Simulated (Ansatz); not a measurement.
# BeCu2O2, from a guessed structure to a relaxed one

Starting from a made-up structure for BeCu2O2, the aim is the relaxed cell, its shortest contacts and, where a second run follows, its electronic structure.

Main program and level: Ansatz 0.2.0; DFT, PBEsol, plane-wave PAW, files of the set soft_1, scalar-relativistic, ferromagnetic start, cell and ions relaxed at zero pressure; PAW set soft_1.

## 1. Set-up

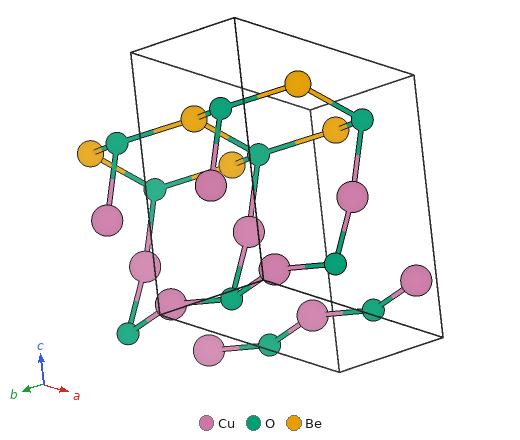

The starting structure, seen from a free direction (copper pink, oxygen teal, beryllium orange). 1×2×1 cells are drawn. This picture shows the conventional cell, with its axes. Some periodic images of atoms are drawn too.

## 2. Relaxing cell and atoms

The guess takes its coordinates from another compound and its volume from a rule, so the cell and any free coordinates are relaxed together.

Input file input.yaml:

```yaml
crystal:
  lattice:
    - [2.753, -1.8235, 0.0]
    - [2.753, 1.8235, 0.0]
    - [-1.205038988, 0.0, 6.108269562]
  atoms:
    - { symbol: Cu, position: [0.5671, 0.5671, 0.4408], spin: 0.6 }
    - { symbol: Cu, position: [0.8818, 0.8818, 0.1907], spin: 0.6 }
    - { symbol: O, position: [0.4255, 0.4255, 0.1545] }
    - { symbol: O, position: [0.6731, 0.6731, 0.7581] }
    - { symbol: Be, position: [0.3239, 0.3239, 0.818] }
magnetization:
  spin_polarized: true
kpoints:
  mp_grid: { grid: [9, 9, 5] }
scf:
  occupations: { method: fermi_dirac, width: 0.05 }
hamiltonian:
  xc: pbesol
  pseudopotentials: { kind: paw, azcp: { folder: soft_1 }, xc_functional: pbe }
relax:
  f_tol: 0.015
  max_steps: 70
  cell: {}
output:
  forces: true
  stress: true
```

Started as:

```bash
$ ansatz run input.yaml --threads 4 --pin off --max-ram 8192MiB --backend cpu --events-out ev --progress --plain --runs-dir out
```

Numbers of over 12 decimals in the logs are rounded to 6 here.

The program printed:

```text
Engine: ansatz 0.2.0, aarch64-unknown-linux-gnu
Pseudopotentials: kind: paw
Pseudopotential: Cu, paw, valence charge 19, recommended cutoff 420 eV (normal), soft_1/Cu.paw.azcp
Pseudopotential: O, paw, valence charge 6, recommended cutoff 420 eV (normal), soft_1/O.paw.azcp
Pseudopotential: Be, paw, valence charge 2, recommended cutoff 420 eV (normal), soft_1/Be.paw.azcp
Functional definition: PBEsol
  exchange = pbesol_x
  correlation = pbesol_c
Crystal: 5 atoms, lattice volume = 61.328 Å³
Basis set: ecut = 420 eV, 1197 PW (Γ), exchange–correlation on 48×48×90 points (8 copies of the dense FFT grid, shifted against one another)
Bands: 32, of which v1, the nominal top of the filled ones, is band 26 counted from 1 (25 counted from 0)
Symmetry: 2 space group operations
Space group: Cm (ITA 8), of the structure as read, at distance tolerance 3.9e-5 Å
Magnetic group: BNS 8.32 (UNI 39), of the structure as read, at distance tolerance 3.9e-5 Å
k-points: 115 of 405 (time reversal used)
Non-local potential: Cu, projectors of the file, l = 0: 3, l = 1: 2, l = 2: 3, l = 3: 1
Non-local potential: O, projectors of the file, l = 0: 2, l = 1: 2, l = 2: 1
Non-local potential: Be, projectors of the file, l = 0: 2, l = 1: 2, l = 2: 1
PAW form: soft (Blöchl's): semilocal exchange-correlation on the pseudo side does not see the compensation charge
PAW frozen core: Cu, regenerated for the run's functional, and the local potential with it (the file was generated under x = pbe(κ = 0.804, μ = 0.219515), c = pbe(β = 0.066725))
PAW frozen core: O, regenerated for the run's functional, and the local potential with it (the file was generated under x = pbe(κ = 0.804, μ = 0.219515), c = pbe(β = 0.066725))
PAW frozen core: Be, regenerated for the run's functional, and the local potential with it (the file was generated under x = pbe(κ = 0.804, μ = 0.219515), c = pbe(β = 0.066725))
PAW one-centre angular grid: Cu, 590 points (default); XC on 64 Gauss nodes
PAW one-centre angular grid: O, 110 points (default); XC on 64 Gauss nodes
PAW one-centre angular grid: Be, 110 points (default); XC on 64 Gauss nodes
Initial density: superposition of atomic densities (chi_scale 0.1, normalization cell, long waves kept (reshape's long-wave potential 0.77 eV rms))
Starting moments: Σ|m| = 1.2 μB on 2 of 5 sites
Initial wavefunctions: pseudopotential atomic-orbital guess
Functional: x = pbesol(κ = 0.804, μ = 0.123457), c = pbesol(β = 0.046)
SCF iter   1: F=—  HF=-14390.089586 eV  |F-HF|=—  |Δ(HF+E_count)|=         —  Δρ=1.01e-1 (↑4.41e-2 ↓1.01e-1)  dr2=1.17e1  dr2_m=1.54e0  M=0.000 μB ∫|m|=0.159 μB  β_m=0.30  ethr=3.10e-3  ⟨swp⟩=6.0  Hψ=27342  notcnv=0
preconditioner: auto → Resta (q_TF=auto, 2.654 Å⁻¹)  ε∞=7.6  [insulator: Δε(μ)=0.347 eV  Ē_g=11.075 eV  σ=0.050 eV  W_gap=0.92  n_scr=20 (ndim 8)  ℏωp=28.4 eV  f_vac=0.005  D(μ)=0.01/eV (n_scr^D=0)  ε∞_Penn≈7.6]
spin=Collinear: Resta preconditioning applied to the charge; magnetization (m = ρ↑ − ρ↓) channel mixes plain (no charge-response kernel on spin).
SCF iter   2: F=—  HF=-14388.540564 eV  |F-HF|=—  |Δ(HF+E_count)|=    1.55e0  Δρ=4.37e-2 (↑4.37e-2 ↓4.12e-2)  dr2=3.16e0  dr2_m=7.70e-1  M=0.000 μB ∫|m|=0.149 μB  β_m=0.30  ethr=3.10e-3  ⟨swp⟩=2.1  Hψ=13655  notcnv=0  defer=371
SCF iter   3: F=—  HF=-14388.174403 eV  |F-HF|=—  |Δ(HF+E_count)|=   3.66e-1  Δρ=3.00e-2 (↑3.00e-2 ↓3.00e-2)  dr2=1.56e0  dr2_m=4.05e-1  M=0.000 μB ∫|m|=0.118 μB  β_m=0.30  ethr=3.10e-3  ⟨swp⟩=2.1  Hψ=10335  notcnv=0  defer=362
SCF iter   4: F=—  HF=-14387.931889 eV  |F-HF|=—  |Δ(HF+E_count)|=   2.43e-1  Δρ=3.15e-2 (↑3.15e-2 ↓1.02e-2)  dr2=2.87e-1  dr2_m=2.07e-1  M=0.001 μB ∫|m|=0.104 μB  β_m=0.30  ethr=3.00e-3  ⟨swp⟩=3.4  Hψ=14685  notcnv=0  defer=359
SCF iter   5: F=—  HF=-14387.918357 eV  |F-HF|=—  |Δ(HF+E_count)|=   1.35e-2  Δρ=2.15e-2 (↑2.15e-2 ↓8.33e-3)  dr2=1.17e-1  dr2_m=1.12e-1  M=0.001 μB ∫|m|=0.082 μB  β_m=0.30  ethr=5.51e-4  ⟨swp⟩=2.3  Hψ=10323  notcnv=0  defer=319
SCF iter   6: F=—  HF=-14387.893732 eV  |F-HF|=—  |Δ(HF+E_count)|=   2.46e-2  Δρ=1.27e-2 (↑1.27e-2 ↓9.19e-3)  dr2=2.92e-2  dr2_m=6.09e-2  M=0.001 μB ∫|m|=0.064 μB  β_m=0.30  ethr=2.25e-4  ⟨swp⟩=2.3  Hψ=9017  notcnv=0  defer=319
SCF iter   7: F=—  HF=-14387.887077 eV  |F-HF|=—  |Δ(HF+E_count)|=   6.66e-3  Δρ=9.95e-3 (↑5.76e-3 ↓9.95e-3)  dr2=9.02e-3  dr2_m=3.35e-2  M=0.001 μB ∫|m|=0.050 μB  β_m=0.30  ethr=5.61e-5  ⟨swp⟩=2.0  Hψ=10091  notcnv=0  defer=318
SCF iter   8: F=—  HF=-14387.892604 eV  |F-HF|=—  |Δ(HF+E_count)|=   5.53e-3  Δρ=9.26e-3 (↑2.64e-3 ↓9.26e-3)  dr2=1.54e-2  dr2_m=1.85e-2  M=0.001 μB ∫|m|=0.039 μB  β_m=0.30  ethr=1.74e-5  ⟨swp⟩=2.3  Hψ=11400  notcnv=0  defer=319
Mixer restart at iter 8: flushing history
spin-set hold released at iteration 8 (site moments contracting): the magnetisation degrees of freedom join the quasi-Newton model from the next iteration; the mixer history was flushed
SCF iter   9: F=—  HF=-14387.894511 eV  |F-HF|=—  |Δ(HF+E_count)|=   1.91e-3  Δρ=6.27e-3 (↑2.43e-3 ↓6.27e-3)  dr2=5.10e-3  dr2_m=1.03e-2  M=0.000 μB ∫|m|=0.031 μB  β_m=0.65  ethr=1.74e-5  ⟨swp⟩=1.3  Hψ=8128  notcnv=0  defer=319
[...]
relax step  10: F+E_penalty+E_count = -14389.36300915 eV  Δ(F+E_penalty+E_count) = -4.342e-3 eV  max|allowed force component| = 7.147e-2 eV/Å  Δτ_max = 0.1568 Å  P = +0.120 GPa  Ω = 49.581 Å³  energy of the carried Pulay correction = +2.638e-2 eV  (10 SCF iters, dr2 threshold 2.64e-7 eV, accepted)
relax step  11: F+E_penalty+E_count = -14389.36395974 eV  Δ(F+E_penalty+E_count) = -9.506e-4 eV  max|allowed force component| = 4.358e-2 eV/Å  Δτ_max = 0.0190 Å  P = +0.167 GPa  Ω = 49.587 Å³  energy of the carried Pulay correction = +2.637e-2 eV  (8 SCF iters, dr2 threshold 3.66e-7 eV, accepted)
relax step  12: F+E_penalty+E_count = -14389.36370485 eV  Δ(F+E_penalty+E_count) = +2.549e-4 eV  max|allowed force component| = 2.270e-2 eV/Å  Δτ_max = 0.0320 Å  P = +0.012 GPa  Ω = 49.637 Å³  energy of the carried Pulay correction = +2.624e-2 eV  (9 SCF iters, dr2 threshold 2.81e-7 eV, rejected (line search))
relax step  13: F+E_penalty+E_count = -14389.36410435 eV  Δ(F+E_penalty+E_count) = -1.446e-4 eV  max|allowed force component| = 7.814e-3 eV/Å  Δτ_max = 0.0124 Å  P = +0.016 GPa  Ω = 49.665 Å³  energy of the carried Pulay correction = +2.617e-2 eV  (13 SCF iters, accepted)
relax step  14: F+E_penalty+E_count = -14389.36405272 eV  Δ(F+E_penalty+E_count) = +5.163e-5 eV  max|allowed force component| = 3.392e-3 eV/Å  Δτ_max = 0.0032 Å  P = -0.007 GPa  Ω = 49.696 Å³  energy of the carried Pulay correction = +2.610e-2 eV  (9 SCF iters, dr2 threshold 1.08e-8 eV, accepted)
relax step  15: F+E_penalty+E_count = -14389.35461423 eV  Δ(F+E_penalty+E_count) = +9.438e-3 eV  max|allowed force component| = 4.941e-3 eV/Å  Δτ_max = 0.0000 Å  P = -0.268 GPa  Ω = 49.696 Å³  stress off target by 3.59e-1 GPa  SCF on the basis re-selected at this cell (its energy is not comparable with the rows above)  (12 SCF iters)
relax step  16: F+E_penalty+E_count = -14389.35449484 eV  Δ(F+E_penalty+E_count) = +1.194e-4 eV  max|allowed force component| = 1.324e-1 eV/Å  Δτ_max = 0.0083 Å  P = +0.608 GPa  Ω = 49.396 Å³  energy of the carried Pulay correction = +7.443e-4 eV  (8 SCF iters, dr2 threshold 3.21e-7 eV, rejected (line search))
relax step  17: F+E_penalty+E_count = -14389.35502677 eV  Δ(F+E_penalty+E_count) = -4.125e-4 eV  max|allowed force component| = 2.248e-3 eV/Å  Δτ_max = 0.0026 Å  P = -0.100 GPa  Ω = 49.593 Å³  energy of the carried Pulay correction = +2.573e-4 eV  (13 SCF iters, accepted)
relax step  18: F+E_penalty+E_count = -14389.35517808 eV  Δ(F+E_penalty+E_count) = -1.513e-4 eV  max|allowed force component| = 2.146e-3 eV/Å  Δτ_max = 0.0011 Å  P = +0.003 GPa  Ω = 49.540 Å³  energy of the carried Pulay correction = +3.893e-4 eV  (8 SCF iters, dr2 threshold 3.22e-8 eV, accepted)
relax step  19: F+E_penalty+E_count = -14389.35478815 eV  Δ(F+E_penalty+E_count) = +3.899e-4 eV  max|allowed force component| = 2.174e-3 eV/Å  Δτ_max = 0.0000 Å  P = -0.006 GPa  Ω = 49.540 Å³  stress off target by 1.13e-2 GPa  SCF on the basis re-selected at this cell (its energy is not comparable with the rows above)  (7 SCF iters)
basis re-selected at this cell: Δ(F+E_penalty+E_count) = +3.899e-4 eV, ΔP = -0.009 GPa vs the last step (what re-selecting the basis moved, of the pressure what is left beyond the Pulay correction that the steps carried, after the strain that the cell walked since its last selection, with what the two solves' SCF thresholds leave and, on support functions, any second-order correction that the steps lacked; it is no m [...]
SCF converged after 7 iterations
Magnetization: -0.0000 μB (26.0000 up, 26.0000 down)
Absolute magnetization: 0.0000 μB (∫|ρ↑−ρ↓|, with the PAW one-centre terms)
Spin contamination: 0.0000 ħ² per cell (⟨S²⟩ above its minimum at these occupations)
Per-site moments (μB) at R_I (Å): [(-2.1204063184198942e-9, 0.768301), (-2.8021298389526403e-9, 0.764107), (-8.029324693333094e-10, 0.658301), (7.080758377589971e-11, 0.662550), (1.156325929470151e-11, 0.658301)]
Free energy (F): -14389.354788 eV
Harris-Foulkes:  -14389.354788 eV  (|F-HF|=8.91e-11)
Internal energy: -14389.354708 eV  (E = F + TS)
E sigma→0 (E₀):  -14389.354748 eV
Entropy (-TS):   -0.000080 eV (-0.016 meV/atom)
Fermi energy:    11.302434 eV
--- Per-component energies (eV) ---
  E_band       = -895.470108
  E_kinetic    = 878.079588
  E_local      = -12599.126431  (includes V_loc(G=0)·N_el)
  E_nonlocal   = 1905.508028
  E_hartree    = 5437.507107
  E_xc         = -296.220078
  E_vxc        = -376.682147  (∫ρ·V_xc dr)
  E_paw        = -3934.139740  (= ΣΔE_a)
  E_vpaw       = -1578.266513  (= ΣTr[D̂ρ^β])
  E_aug_tail   = 0.003409  (compensation charges beyond the density's cutoff)
  E_ewald      = -5781.459104
  E_core_change = 0.492512  (= ΣΔE_core)
  E_smearing   = -0.000080  (= −TS)
  E_closure    = -0.000000  (closes the sum)
  Σ components = -14389.354788   (vs F -14389.354788, Δ=0.00e0)
--- Forces (eV/Å), atoms counted from 1 ---
  atom   1  Cu    -0.00092729    -0.00000000     0.00217389
  atom   2  Cu    -0.00039541     0.00000000    -0.00008736
  atom   3  O      0.00108055    -0.00000000    -0.00074180
  atom   4  O      0.00165839    -0.00000000     0.00030559
  atom   5  Be    -0.00141442    -0.00000000    -0.00165242
  max |Σ_I F_I| component: 2.10e-6 eV/Å
--- Stress (GPa, compression-positive) ---
       -0.009292       0.000000      -0.003623
        0.000000      -0.002986      -0.000000
       -0.003696      -0.000000      -0.004571
  P = ⅓ Tr σ = -0.0056 GPa (-0.056 kbar)
--- Relaxed structure (17 steps of the walk, 15 accepted, 2 SCFs on fresh bases) ---
  F+E_penalty+E_count = -14389.35478815 eV   max|allowed force component| = 2.174e-3 eV/Å   (the final SCF, on the basis selected at the relaxed cell)
  cell:  # Å, volume = 49.5405 Å³
    - [2.345284, -1.787885, -0.182208]
    - [2.345284, 1.787885, -0.182208]
    - [-1.430852, -4.032988196462816e-18, 6.018551]
  atoms:
    - { symbol: Cu, position: [0.530895, 0.530895, 0.452240] }
    - { symbol: Cu, position: [0.956751, 0.956751, 0.186947] }
    - { symbol: O, position: [0.388981, 0.388981, 0.110128] }
    - { symbol: O, position: [0.645991, 0.645991, 0.768335] }
    - { symbol: Be, position: [0.348781, 0.348781, 0.844451] }
```

Run time: 3.7 min. Hardware: 4 threads of Arm Neoverse V2, shared host; peak memory 0.58 GiB.

The steps of the relaxation:

```csv
step,energy less that of the first step (eV),largest force component (eV/Å),pressure (GPa),volume (Å³)
1,0.0000,2.3976,-14.99,61.33
2,-0.7328,2.2848,-8.86,55.57
3,-1.2876,0.7000,4.36,50.38
4,-1.3799,0.7359,2.04,50.56
5,-1.4112,0.2579,0.41,50.65
6,-1.4383,0.1261,0.44,50.27
7,-1.4541,0.1105,1.46,49.19
8,-1.4594,0.1252,-0.77,49.54
9,-1.4633,0.0650,-0.02,49.38
10,-1.4677,0.0715,0.12,49.58
11,-1.4686,0.0436,0.17,49.59
12,-1.4684,0.0227,0.01,49.64
13,-1.4688,0.0078,0.02,49.67
14,-1.4687,0.0034,-0.01,49.70
15*,-1.4593,0.0049,-0.27,49.70
16,-1.4591,0.1324,0.61,49.40
17,-1.4597,0.0022,-0.10,49.59
18,-1.4598,0.0021,0.00,49.54
19*,-1.4594,0.0022,-0.01,49.54
```

Relaxation steps marked * repeat the geometry before them on a plane-wave basis chosen anew for their cell, so energy and pressure can jump there. Relaxation steps 12, 16 were tried and not accepted.

The run keeps the 2 symmetry operations that it works with, so distortions that break them were not tested.

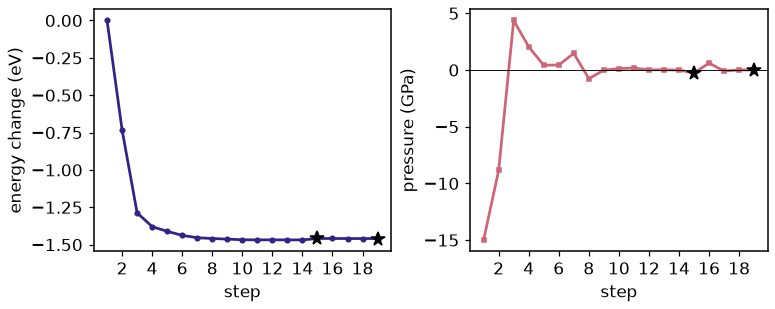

Energy and pressure along the relaxation. Stars mark steps on a basis chosen anew.

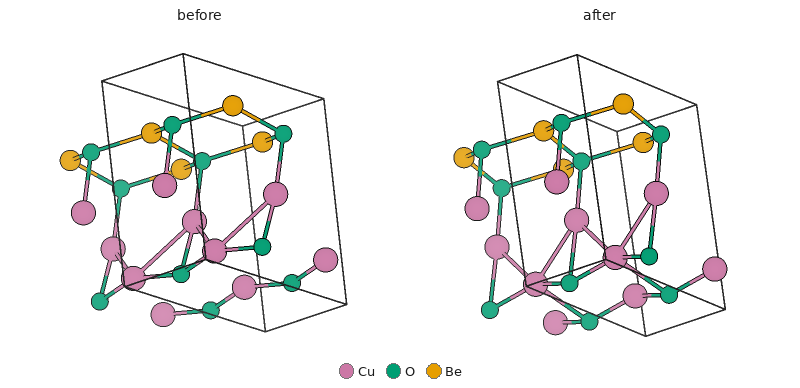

The structure before and after the relaxation, drawn at the same scale.

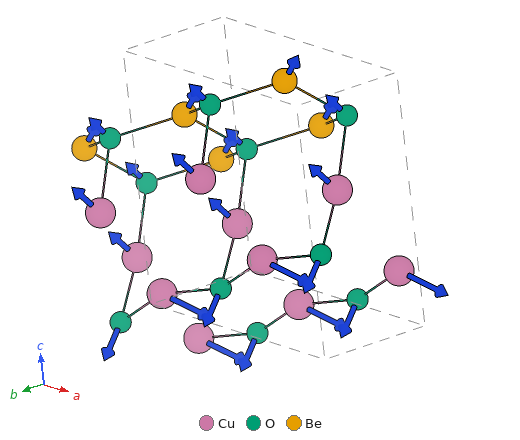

Displacements in the relaxation, exaggerated, measured against the changing cell; the longest in the cell stands for 0.36 Å. 1×2×1 conventional cells are drawn. Some periodic images of atoms are drawn too.

```
     cell as run  before   after   change
           a (Å)   3.302   2.955  -10.5 %
           b (Å)   3.302   2.955  -10.5 %
           c (Å)   6.226   6.186   -0.6 %
           α (°)   99.29  104.10   +4.8 %
           β (°)   99.29  104.10   +4.8 %
           γ (°)   67.04   74.47  +11.1 %
volume (Å³/atom)   12.27    9.91  -19.2 %
```

The atoms that moved most (Å, as changes of fractional coordinates times the final cell):

| atom | dx | dy | dz | length |
| --- | --- | --- | --- | --- |
| Cu2 | 0.357 | 0.000 | -0.050 | 0.360 |
| O3 | -0.108 | 0.000 | -0.254 | 0.276 |
| Cu1 | -0.186 | 0.000 | 0.082 | 0.203 |
| Be5 | 0.079 | 0.000 | 0.150 | 0.170 |
| O4 | -0.142 | 0.000 | 0.071 | 0.159 |

The relaxed structure:

```xyz
5
Lattice="2.3453 -1.7879 -0.1822 2.3453 1.7879 -0.1822 -1.4309 0.0000 6.0186" Properties=species:S:1:pos:R:3 pbc="T T T"
Cu    1.8431    0.0000    2.5284
Cu    4.2202    0.0000    0.7765
O     1.6670    0.0000    0.5211
O     1.9307    0.0000    4.3889
Be    0.4277    0.0000    4.9553
```

This step gave:

| Item | Value |
| --- | --- |
| free energy | -14389.3548 eV |
| Fermi energy | 11.30 eV |
| gap by band count | 0.6423 eV |
| electrons | 52 |
| symmetry operations | 2 |
| pressure | -0.005617 GPa |

The shortest distance of each pair, which need not be the same contact before and after:

| pair | guess (Å) | relaxed (Å) |
| --- | --- | --- |
| Be–O | 2.008 | 1.596 |
| Cu–O | 1.802 | 1.852 |
| Cu–Cu | 2.485 | 2.379 |
| Be–Cu | 2.920 | 2.699 |
| O–O | 3.042 | 2.738 |

The relaxation ends with a largest force component of 0.0022 eV/Å and a pressure of -0.01 GPa. No moment survives the cycle: this start ends non-magnetic.

## 3. Outcome

| Quantity | Value |
| --- | --- |
| space group, relaxed | Cm |
| conventional cell | a = 4.705, b = 3.576, c = 6.186 Å; α = 90.0°, β = 107.8°, γ = 90.0° |
| volume per atom | 9.91 Å³ (guess 12.27) |
| total moment | 0.00 μB in the cell of 5 atoms |

BeCu2O2 relaxes to Cm with a = 4.705, b = 3.576 and c = 6.186 Å. The guessed volume was 24 % too large. The space group Cm was held in the relaxation, so the end point is a stationary structure within it and may be a saddle against distortions or other arrangements. The moments died out from this one start and weren't seeded again at the relaxed cell. Mesh and cutoff weren't tested. A vector of the cell changed its length by 11 %, more than the volume shows. No dispersion term is used, so weakly bound directions may come out too long. Nothing here tests whether the compound is stable against decomposition.

[Logs are printed without paths, hosts, clocks, repeated set-up lines and the standing remarks that a program may print on its own settings, such as how far it seeks lower states.]

[Hosts, paths, dates, database ids (printed as entryN), source tags and the programs' standing remarks are cut or masked in the printed files.]
